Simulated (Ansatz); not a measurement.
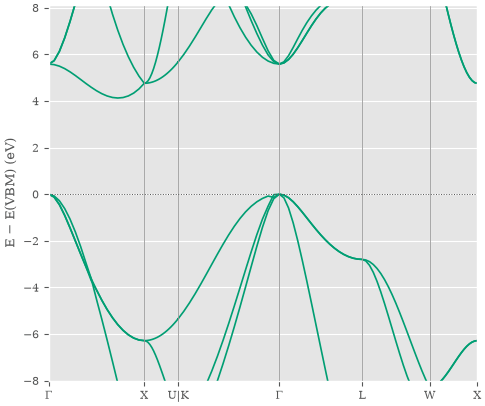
Fig. 1. Band structure from the program Ansatz at the PBE level (PAW)

Task: Read off the gap and where the band edges lie.

Result: About 4.1 eV (4.13 eV by a search for the band edges); maximum at Γ, minimum on the Γ–X line, 73 % of the way from Γ.

The material is C (diamond, space group No. 227).

Space group Fd-3m (diamond). The cell was relaxed with PBE under the symmetry of its start.

Potentials: the later of the program's two PAW sets.
